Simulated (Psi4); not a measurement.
**SiH₂Cl: molecular dynamics (part 2 of 2)**

The same run, continued: SiH₂Cl, multiplicity 2, SMILES [SiH2]Cl; BLYP/6-31G**, UKS (Psi4 1.11). The geometry comes from this level: GFN2-xTB.

Geometry of the input (Å):
```
Si -0.2836  0.2377  0.1316
Cl 1.5977  -0.0596  0.8111
H  -1.0650  -0.9783  0.2633
H  -0.2491  0.8002  -1.2060
```

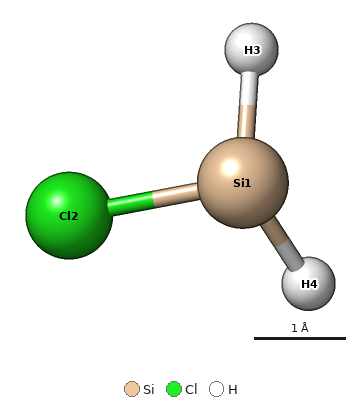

The geometry at step 20 of the log (ball-and-stick view, seen on its broad side; atoms are numbered from 1 in the order of the input).

### Trajectory as extended XYZ (Å, eV, eV/Å), 41 frames, from step=0 to step=40
```
4
Properties=species:S:1:pos:R:3:forces:R:3 step=0 energy=-20431.14840
Si   -0.2836    0.2377    0.1316   -0.9587   0.8635   0.5054
Cl    1.5977   -0.0596    0.8111    1.3378  -0.2675   0.4219
H    -1.0650   -0.9783    0.2633   -0.3970  -0.7571  -0.0852
H    -0.2491    0.8002   -1.2060    0.0180   0.1607  -0.8426
4
Properties=species:S:1:pos:R:3:forces:R:3 step=1 energy=-20431.14131
Si   -0.2828    0.2381    0.1323   -1.0013   0.7833   0.5823
Cl    1.5961   -0.0596    0.8100    1.4125  -0.2606   0.4647
H    -1.0498   -0.9890    0.2738   -0.3964  -0.7002  -0.1218
H    -0.2320    0.8022   -1.1998   -0.0148   0.1772  -0.9256
4
Properties=species:S:1:pos:R:3:forces:R:3 step=2 energy=-20431.13609
Si   -0.2821    0.2385    0.1331   -1.0627   0.6870   0.6204
Cl    1.5947   -0.0597    0.8090    1.4849  -0.2537   0.5064
H    -1.0356   -1.0014    0.2841   -0.3753  -0.6093  -0.1622
H    -0.2149    0.8046   -1.1958   -0.0470   0.1757  -0.9651
4
Properties=species:S:1:pos:R:3:forces:R:3 step=3 energy=-20431.13253
Si   -0.2815    0.2390    0.1340   -1.1365   0.5810   0.6168
Cl    1.5933   -0.0598    0.8080    1.5541  -0.2467   0.5468
H    -1.0222   -1.0152    0.2939   -0.3382  -0.4900  -0.2057
H    -0.1980    0.8075   -1.1941   -0.0795   0.1553  -0.9584
4
Properties=species:S:1:pos:R:3:forces:R:3 step=4 energy=-20431.12989
Si   -0.2810    0.2395    0.1349   -1.2158   0.4721   0.5718
Cl    1.5921   -0.0599    0.8070    1.6197  -0.2396   0.5856
H    -1.0097   -1.0303    0.3033   -0.2905  -0.3497  -0.2509
H    -0.1812    0.8107   -1.1947   -0.1135   0.1169  -0.9069
4
Properties=species:S:1:pos:R:3:forces:R:3 step=5 energy=-20431.12709
Si   -0.2806    0.2401    0.1358   -1.2939   0.3658   0.4892
Cl    1.5910   -0.0600    0.8061    1.6807  -0.2323   0.6224
H    -0.9979   -1.0461    0.3120   -0.2373  -0.1967  -0.2964
H    -0.1647    0.8142   -1.1974   -0.1497   0.0630  -0.8155
4
Properties=species:S:1:pos:R:3:forces:R:3 step=6 energy=-20431.12299
Si   -0.2804    0.2407    0.1368   -1.3652   0.2663   0.3752
Cl    1.5900   -0.0601    0.8052    1.7368  -0.2248   0.6569
H    -0.9866   -1.0625    0.3201   -0.1834  -0.0391  -0.3406
H    -0.1486    0.8178   -1.2022   -0.1883  -0.0028  -0.6920
4
Properties=species:S:1:pos:R:3:forces:R:3 step=7 energy=-20431.11667
Si   -0.2802    0.2413    0.1378   -1.4256   0.1764   0.2380
Cl    1.5891   -0.0602    0.8043    1.7873  -0.2171   0.6889
H    -0.9758   -1.0789    0.3273   -0.1328   0.1162  -0.3820
H    -0.1329    0.8215   -1.2085   -0.2290  -0.0759  -0.5455
4
Properties=species:S:1:pos:R:3:forces:R:3 step=8 energy=-20431.10756
Si   -0.2802    0.2420    0.1389   -1.4723   0.0971   0.0862
Cl    1.5883   -0.0604    0.8035    1.8317  -0.2090   0.7183
H    -0.9653   -1.0950    0.3337   -0.0882   0.2630  -0.4193
H    -0.1177    0.8249   -1.2162   -0.2713  -0.1517  -0.3859
4
Properties=species:S:1:pos:R:3:forces:R:3 step=9 energy=-20431.09564
Si   -0.2802    0.2426    0.1399   -1.5040   0.0286  -0.0719
Cl    1.5876   -0.0605    0.8028    1.8699  -0.2004   0.7450
H    -0.9550   -1.1106    0.3390   -0.0515   0.3971  -0.4515
H    -0.1033    0.8280   -1.2248   -0.3143  -0.2259  -0.2222
4
Properties=species:S:1:pos:R:3:forces:R:3 step=10 energy=-20431.08134
Si   -0.2804    0.2433    0.1410   -1.5205  -0.0295  -0.2293
Cl    1.5871   -0.0607    0.8021    1.9015  -0.1913   0.7689
H    -0.9448   -1.1251    0.3432   -0.0240   0.5152  -0.4781
H    -0.0895    0.8306   -1.2340   -0.3568  -0.2951  -0.0621
4
Properties=species:S:1:pos:R:3:forces:R:3 step=11 energy=-20431.06549
Si   -0.2808    0.2439    0.1420   -1.5222  -0.0780  -0.3800
Cl    1.5867   -0.0609    0.8014    1.9264  -0.1815   0.7900
H    -0.9347   -1.1385    0.3463   -0.0059   0.6153  -0.4987
H    -0.0766    0.8324   -1.2432   -0.3980  -0.3566   0.0881
4
Properties=species:S:1:pos:R:3:forces:R:3 step=12 energy=-20431.04921
Si   -0.2813    0.2446    0.1430   -1.5100  -0.1176  -0.5198
Cl    1.5865   -0.0611    0.8009    1.9445  -0.1711   0.8082
H    -0.9245   -1.1503    0.3482    0.0027   0.6965  -0.5132
H    -0.0647    0.8334   -1.2523   -0.4368  -0.4086   0.2241
4
Properties=species:S:1:pos:R:3:forces:R:3 step=13 energy=-20431.03369
Si   -0.2819    0.2452    0.1439   -1.4849  -0.1487  -0.6456
Cl    1.5863   -0.0613    0.8003    1.9559  -0.1600   0.8237
H    -0.9144   -1.1605    0.3489    0.0020   0.7579  -0.5218
H    -0.0538    0.8334   -1.2608   -0.4726  -0.4500   0.3430
4
Properties=species:S:1:pos:R:3:forces:R:3 step=14 energy=-20431.02011
Si   -0.2826    0.2458    0.1448   -1.4480  -0.1718  -0.7556
Cl    1.5863   -0.0616    0.7998    1.9607  -0.1483   0.8365
H    -0.9043   -1.1689    0.3483   -0.0075   0.7996  -0.5245
H    -0.0440    0.8324   -1.2686   -0.5047  -0.4803   0.4429
4
Properties=species:S:1:pos:R:3:forces:R:3 step=15 energy=-20431.00948
Si   -0.2834    0.2465    0.1457   -1.4006  -0.1869  -0.8486
Cl    1.5865   -0.0618    0.7994    1.9590  -0.1359   0.8467
H    -0.8942   -1.1754    0.3465   -0.0252   0.8214  -0.5217
H    -0.0355    0.8302   -1.2752   -0.5326  -0.4994   0.5229
4
Properties=species:S:1:pos:R:3:forces:R:3 step=16 energy=-20431.00255
Si   -0.2844    0.2470    0.1464   -1.3435  -0.1937  -0.9239
Cl    1.5868   -0.0620    0.7991    1.9508  -0.1229   0.8543
H    -0.8841   -1.1799    0.3434   -0.0506   0.8233  -0.5136
H    -0.0282    0.8268   -1.2806   -0.5561  -0.5076   0.5826
4
Properties=species:S:1:pos:R:3:forces:R:3 step=17 energy=-20430.99979
Si   -0.2855    0.2476    0.1471   -1.2779  -0.1919  -0.9813
Cl    1.5872   -0.0623    0.7988    1.9364  -0.1093   0.8593
H    -0.8742   -1.1824    0.3391   -0.0833   0.8054  -0.5005
H    -0.0223    0.8221   -1.2846   -0.5746  -0.5050   0.6218
4
Properties=species:S:1:pos:R:3:forces:R:3 step=18 energy=-20431.00131
Si   -0.2867    0.2482    0.1477   -1.2047  -0.1811  -1.0204
Cl    1.5877   -0.0626    0.7985    1.9158  -0.0953   0.8619
H    -0.8645   -1.1830    0.3336   -0.1228   0.7676  -0.4827
H    -0.0177    0.8163   -1.2872   -0.5879  -0.4920   0.6404
4
Properties=species:S:1:pos:R:3:forces:R:3 step=19 energy=-20431.00688
Si   -0.2880    0.2487    0.1482   -1.1247  -0.1612  -1.0408
Cl    1.5884   -0.0628    0.7983    1.8893  -0.0808   0.8620
H    -0.8551   -1.1818    0.3269   -0.1684   0.7101  -0.4603
H    -0.0145    0.8093   -1.2881   -0.5958  -0.4688   0.6384
4
Properties=species:S:1:pos:R:3:forces:R:3 step=20 energy=-20431.01594
Si   -0.2894    0.2493    0.1486   -1.0391  -0.1319  -1.0420
Cl    1.5892   -0.0631    0.7982    1.8570  -0.0662   0.8596
H    -0.8460   -1.1788    0.3192   -0.2198   0.6330  -0.4338
H    -0.0128    0.8012   -1.2876   -0.5978  -0.4356   0.6155
4
Properties=species:S:1:pos:R:3:forces:R:3 step=21 energy=-20431.02766
Si   -0.2908    0.2498    0.1490   -0.9489  -0.0937  -1.0234
Cl    1.5901   -0.0634    0.7981    1.8189  -0.0514   0.8546
H    -0.8375   -1.1744    0.3104   -0.2760   0.5371  -0.4034
H    -0.0124    0.7920   -1.2856   -0.5938  -0.3926   0.5715
4
Properties=species:S:1:pos:R:3:forces:R:3 step=22 energy=-20431.04098
Si   -0.2924    0.2503    0.1492   -0.8555  -0.0475  -0.9843
Cl    1.5912   -0.0637    0.7981    1.7752  -0.0366   0.8470
H    -0.8297   -1.1687    0.3006   -0.3362   0.4237  -0.3695
H    -0.0135    0.7819   -1.2822   -0.5834  -0.3402   0.5061
4
Properties=species:S:1:pos:R:3:forces:R:3 step=23 energy=-20431.05477
Si   -0.2940    0.2508    0.1494   -0.7603   0.0050  -0.9240
Cl    1.5923   -0.0640    0.7982    1.7260  -0.0220   0.8367
H    -0.8226   -1.1619    0.2900   -0.3993   0.2950  -0.3327
H    -0.0160    0.7710   -1.2776   -0.5664  -0.2785   0.4194
4
Properties=species:S:1:pos:R:3:forces:R:3 step=24 energy=-20431.06786
Si   -0.2957    0.2513    0.1494   -0.6650   0.0611  -0.8423
Cl    1.5936   -0.0642    0.7983    1.6714  -0.0078   0.8236
H    -0.8165   -1.1545    0.2785   -0.4637   0.1545  -0.2936
H    -0.0199    0.7594   -1.2720   -0.5428  -0.2083   0.3117
4
Properties=species:S:1:pos:R:3:forces:R:3 step=25 energy=-20431.07925
Si   -0.2975    0.2518    0.1494   -0.5715   0.1171  -0.7396
Cl    1.5951   -0.0645    0.7984    1.6115   0.0061   0.8076
H    -0.8116   -1.1467    0.2664   -0.5274   0.0068  -0.2529
H    -0.0251    0.7473   -1.2657   -0.5128  -0.1304   0.1843
4
Properties=species:S:1:pos:R:3:forces:R:3 step=26 energy=-20431.08826
Si   -0.2993    0.2523    0.1494   -0.4817   0.1683  -0.6175
Cl    1.5966   -0.0648    0.7987    1.5464   0.0193   0.7885
H    -0.8078   -1.1388    0.2537   -0.5881  -0.1418  -0.2113
H    -0.0314    0.7349   -1.2589   -0.4768  -0.0462   0.0397
4
Properties=species:S:1:pos:R:3:forces:R:3 step=27 energy=-20431.09458
Si   -0.3011    0.2529    0.1493   -0.3976   0.2094  -0.4790
Cl    1.5982   -0.0651    0.7989    1.4763   0.0318   0.7663
H    -0.8055   -1.1313    0.2404   -0.6431  -0.2841  -0.1696
H    -0.0389    0.7224   -1.2520   -0.4359   0.0425  -0.1182
4
Properties=species:S:1:pos:R:3:forces:R:3 step=28 energy=-20431.09844
Si   -0.3030    0.2534    0.1491   -0.3211   0.2348  -0.3293
Cl    1.5999   -0.0654    0.7993    1.4016   0.0435   0.7409
H    -0.8048   -1.1245    0.2267   -0.6895  -0.4117  -0.1285
H    -0.0475    0.7100   -1.2454   -0.3912   0.1330  -0.2837
4
Properties=species:S:1:pos:R:3:forces:R:3 step=29 energy=-20431.10051
Si   -0.3049    0.2540    0.1489   -0.2539   0.2396  -0.1755
Cl    1.6017   -0.0657    0.7996    1.3225   0.0544   0.7125
H    -0.8056   -1.1187    0.2128   -0.7244  -0.5167  -0.0884
H    -0.0570    0.6979   -1.2395   -0.3445   0.2223  -0.4491
4
Properties=species:S:1:pos:R:3:forces:R:3 step=30 energy=-20431.10187
Si   -0.3068    0.2546    0.1487   -0.1969   0.2199  -0.0270
Cl    1.6037   -0.0659    0.8001    1.2394   0.0642   0.6809
H    -0.8082   -1.1141    0.1986   -0.7451  -0.5915  -0.0494
H    -0.0673    0.6863   -1.2346   -0.2978   0.3070  -0.6050
4
Properties=species:S:1:pos:R:3:forces:R:3 step=31 energy=-20431.10378
Si   -0.3088    0.2552    0.1486   -0.1506   0.1738   0.1056
Cl    1.6057   -0.0662    0.8005    1.1530   0.0731   0.6465
H    -0.8126   -1.1109    0.1843   -0.7496  -0.6306  -0.0115
H    -0.0784    0.6755   -1.2312   -0.2530   0.3834  -0.7410
4
Properties=species:S:1:pos:R:3:forces:R:3 step=32 energy=-20431.10743
Si   -0.3107    0.2558    0.1484   -0.1152   0.1017   0.2113
Cl    1.6077   -0.0665    0.8010    1.0637   0.0809   0.6094
H    -0.8188   -1.1092    0.1700   -0.7367  -0.6312   0.0255
H    -0.0900    0.6656   -1.2296   -0.2120   0.4483  -0.8466
4
Properties=species:S:1:pos:R:3:forces:R:3 step=33 energy=-20431.11365
Si   -0.3127    0.2565    0.1482   -0.0899   0.0065   0.2801
Cl    1.6099   -0.0667    0.8016    0.9723   0.0876   0.5699
H    -0.8268   -1.1091    0.1557   -0.7063  -0.5934   0.0621
H    -0.1021    0.6568   -1.2300   -0.1762   0.4990  -0.9126
4
Properties=species:S:1:pos:R:3:forces:R:3 step=34 energy=-20431.12271
Si   -0.3147    0.2571    0.1481   -0.0740  -0.1068   0.3047
Cl    1.6121   -0.0670    0.8022    0.8794   0.0933   0.5285
H    -0.8364   -1.1103    0.1416   -0.6592  -0.5203   0.0987
H    -0.1147    0.6491   -1.2326   -0.1463   0.5336  -0.9323
4
Properties=species:S:1:pos:R:3:forces:R:3 step=35 energy=-20431.13419
Si   -0.3166    0.2578    0.1479   -0.0661  -0.2320   0.2814
Cl    1.6144   -0.0672    0.8028    0.7857   0.0980   0.4855
H    -0.8476   -1.1128    0.1277   -0.5974  -0.4180   0.1355
H    -0.1276    0.6428   -1.2374   -0.1222   0.5517  -0.9028
4
Properties=species:S:1:pos:R:3:forces:R:3 step=36 energy=-20431.14710
Si   -0.3186    0.2584    0.1479   -0.0652  -0.3621   0.2112
Cl    1.6167   -0.0675    0.8035    0.6920   0.1017   0.4414
H    -0.8602   -1.1163    0.1142   -0.5236  -0.2938   0.1726
H    -0.1408    0.6377   -1.2444   -0.1030   0.5541  -0.8254
4
Properties=species:S:1:pos:R:3:forces:R:3 step=37 energy=-20431.16002
Si   -0.3206    0.2589    0.1478   -0.0701  -0.4907   0.0990
Cl    1.6191   -0.0677    0.8042    0.5988   0.1043   0.3965
H    -0.8741   -1.1205    0.1010   -0.4409  -0.1562   0.2098
H    -0.1543    0.6340   -1.2534   -0.0875   0.5424  -0.7055
4
Properties=species:S:1:pos:R:3:forces:R:3 step=38 energy=-20431.17140
Si   -0.3226    0.2595    0.1477   -0.0797  -0.6121  -0.0466
Cl    1.6215   -0.0679    0.8049    0.5067   0.1061   0.3512
H    -0.8891   -1.1251    0.0884   -0.3526  -0.0134   0.2467
H    -0.1679    0.6316   -1.2640   -0.0740   0.5191  -0.5515
4
Properties=species:S:1:pos:R:3:forces:R:3 step=39 energy=-20431.17990
Si   -0.3246    0.2600    0.1476   -0.0927  -0.7219  -0.2150
Cl    1.6239   -0.0682    0.8056    0.4161   0.1071   0.3060
H    -0.9049   -1.1297    0.0764   -0.2619   0.1273   0.2827
H    -0.1818    0.6304   -1.2760   -0.0610   0.4872  -0.3738
4
Properties=species:S:1:pos:R:3:forces:R:3 step=40 energy=-20431.18457
Si   -0.3266    0.2604    0.1476   -0.1079  -0.8169  -0.3952
Cl    1.6264   -0.0684    0.8064    0.3275   0.1073   0.2611
H    -0.9213   -1.1341    0.0650   -0.1717   0.2598   0.3172
H    -0.1958    0.6304   -1.2888   -0.0473   0.4495  -0.1833
```

### Summary

```json
{"quantity": "outcome", "value": "finished"}
{"quantity": "trajectory", "value": "41 frames kept"}
{"quantity": "potential energy (last step)", "value": "−750.832184 hartree"}
{"quantity": "basis functions (last step)", "value": "48"}
{"quantity": "⟨S²⟩ (last step)", "value": "0.751"}
{"quantity": "dipole moment (last step)", "value": "1.53 D"}
{"quantity": "wall time", "value": "2.3 min"}
{"quantity": "peak memory", "value": "0.78 GiB"}
```
